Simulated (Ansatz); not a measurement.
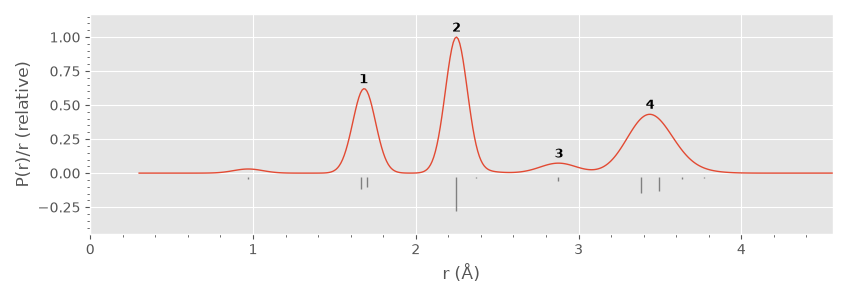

Simulated gas electron diffraction: radial distribution curve of AlBrFHO. Each pair of atoms contributes with weight ZᵢZⱼ/r (bars below the curve); damping constant 0.001 Å²; vibrational amplitudes assumed, not computed: 0.05 Å for bonds, 0.078 Å for bonds to H, 0.06 + 0.015 r up to 0.15 Å for other pairs. The geometry is the end point of an optimisation (RKS PBE-D4/def2-SVP (Ansatz 0.2.0)); it may be a saddle point or a higher isomer. SMILES: [OH][Al]([F])[Br].

Question: Read the positions of the numbered peaks and name the main pairs (– for bonds).

Answer: Peak 1, 1.68 Å: Al–F 1.67 Å, Al–O 1.70 Å
Peak 2, 2.25 Å: Br–Al 2.25 Å
Peak 3, 2.88 Å: F···O 2.88 Å
Peak 4, 3.44 Å: Br···F 3.38 Å, Br···O 3.50 Å, not resolved
